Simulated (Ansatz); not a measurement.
| atom | x (Å) | y (Å) | z (Å) |
| --- | --- | --- | --- |
| Ti | 0.2627 | -0.3243 | -0.5449 |
| O | 0.0622 | -0.1944 | 2.5685 |
| Si | -1.3521 | -0.4009 | 3.4178 |
| H | -2.3072 | -1.2200 | 2.6310 |
| H | -1.0935 | -1.1007 | 4.6993 |
| H | -1.9159 | 0.9371 | 3.6661 |
| F | 1.6115 | 0.2482 | -1.4516 |
| F | -0.7190 | 0.9936 | -0.0053 |
| F | -0.6955 | -1.3959 | -1.4955 |
| H | 0.9620 | -1.3573 | 0.5892 |
| H | 0.6242 | -0.9610 | 2.3842 |

Not at a stationary point (largest force 1.4 eV/Å).

These are results of RHF/def2-SVP (Ansatz), not measurements.

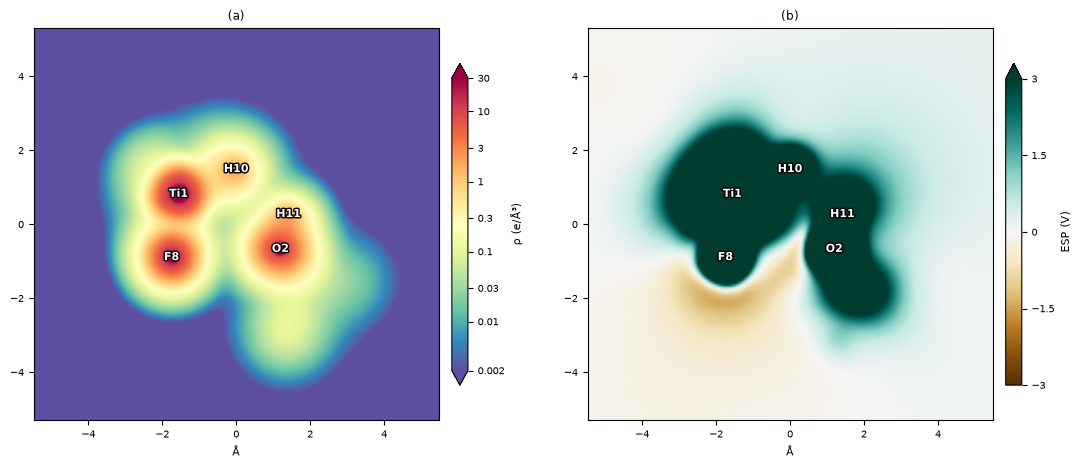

F₃HTi···H₄OSi. (a) electron density; (b) molecular electrostatic potential on the plane of atoms F8, Ti1 and H10.

What do the fields say about this system?

The section cuts through Ti, O, F and H sites.
H10···H11 (1.87 Å): the density falls to about 0.11 e/Å³ on the way.
Ti–F (1.73 Å): ρ is about 1.1 e/Å³ halfway.
O–H (0.97 Å): the density is about 3.6 e/Å³ at the midpoint.
Ti–H (1.69 Å): ρ is about 1.1 e/Å³ halfway.
Outside the dense part of the complex the potential is most negative (−1.4 V) near F8.
